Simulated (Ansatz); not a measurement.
## Electronic structure of F2H6PSi2 (charge +1) in real space

Input

```
crystal:
  periodic: [false, false, false]
  atoms:
    - {symbol: F, position_ang: [2.067033, -0.596076, 1.529801]}
    - {symbol: F, position_ang: [2.537931, 0.287742, -0.896004]}
    - {symbol: P, position_ang: [-0.438899, -0.009010, -0.162696]}
    - {symbol: Si, position_ang: [1.744386, -0.764904, -0.013954]}
    - {symbol: Si, position_ang: [-0.888857, 2.171603, 0.538528]}
    - {symbol: H, position_ang: [1.852773, -2.145014, -0.495840]}
    - {symbol: H, position_ang: [-1.259926, -0.911033, 0.540019]}
    - {symbol: H, position_ang: [-0.867009, -0.175996, -1.493252]}
    - {symbol: H, position_ang: [-2.338483, 2.309665, 0.304531]}
    - {symbol: H, position_ang: [-0.030942, 2.985025, -0.342951]}
    - {symbol: H, position_ang: [-0.481170, 2.153056, 1.955623]}
basis:
  gaussian: {orbitals: def2-SVPD}
total_charge: 1
hamiltonian: {xc: pbe0}
output: {forces: true, orbitals: {seedname: orbitals}}
```

Run with:

```sh
ansatz run input.yaml --threads 2 --pin off --max-ram 4350MiB --events-out events.jsonl --progress --plain --runs-dir runs
```

Geometry: B3LYP/6-31G*.

Computed with isolated molecule in a Gaussian basis; Kohn-Sham density functional theory, functional PBE0 (Ansatz).

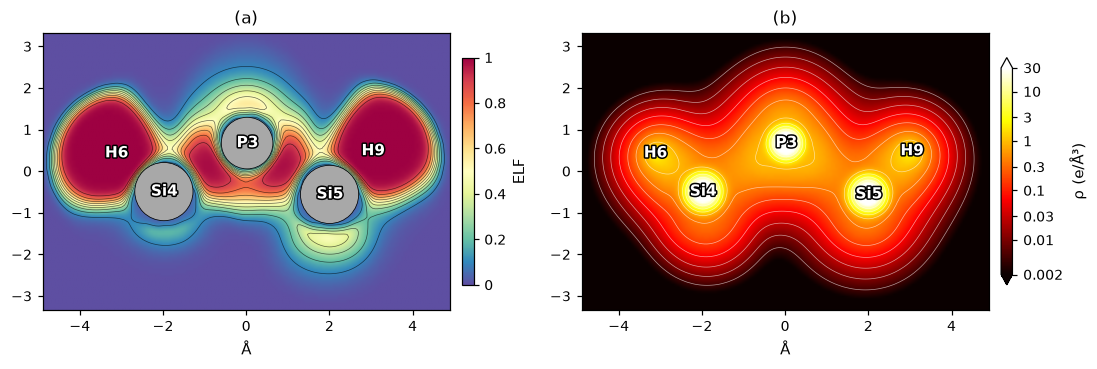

Figure 1. (a) ELF; (b) total electron density on the plane of atoms P3, Si4 and H6. Grey discs cover the atomic cores in the ELF map.

Q: What do the fields say about this system?

A: Atoms in the plane: P, Si and H. Si–P (2.32 Å): the density is about 0.69 e/Å³ at the midpoint, with its minimum of 0.56 e/Å³ about 0.8 Å from Si; the ELF peaks at about 1 between the atoms: a shared electron pair. Si–H (1.47 Å): ρ is about 0.86 e/Å³ halfway; the ELF climbs to about 1 towards the hydrogen, as it does in any bond to H.

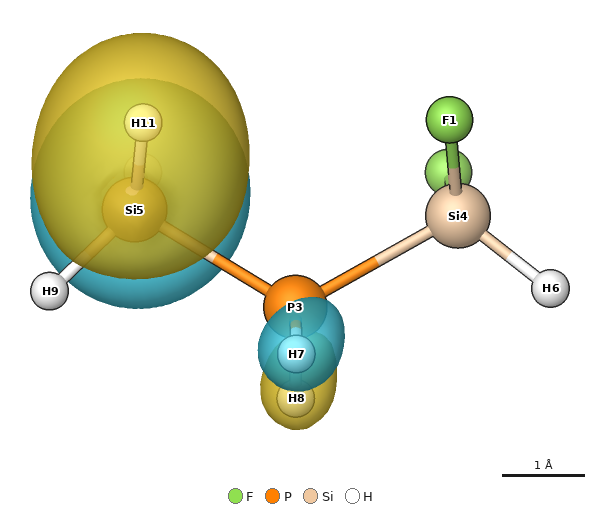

Figure 2. The HOMO−1 at ±0.08 Å⁻³ᐟ² (yellow and cyan are the two phases), seen at a tilt.

Q: Describe this orbital and give its energy.

A: By Hirshfeld shares it lies mainly on Si5 (about 45 %), H10 (about 25 %) and H11 (about 25 %). Its energy is −15.06 eV.

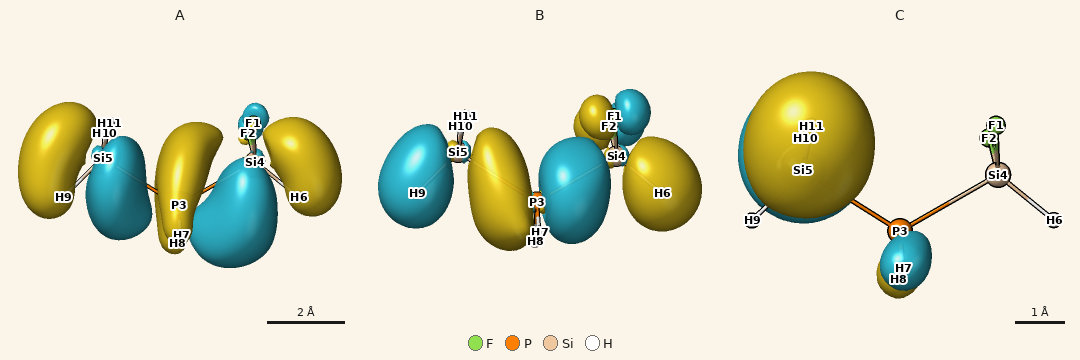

Figure 3. Three frontier orbitals at ±0.08 Å⁻³ᐟ² (yellow and cyan are the two phases), in no order.

Q: Which picture is the HOMO−1, the HOMO and the LUMO?

A: C is the HOMO−1 (−15.06 eV). Its weight (Hirshfeld) is mainly on Si5 (about 45 %), H10 (about 25 %) and H11 (about 25 %). B is the HOMO (−14.43 eV). It lies mainly on P3 (about 30 %), Si4 (about 20 %), Si5 (about 15 %), H6 (about 15 %) and H9 (about 10 %). A is the LUMO (−5.88 eV). By Hirshfeld shares it lies mainly on P3 (about 30 %), Si5 (about 25 %), Si4 (about 25 %) and H6 (about 5 %).

Q: What is the HOMO–LUMO gap?

A: 8.55 eV between the orbital energies.
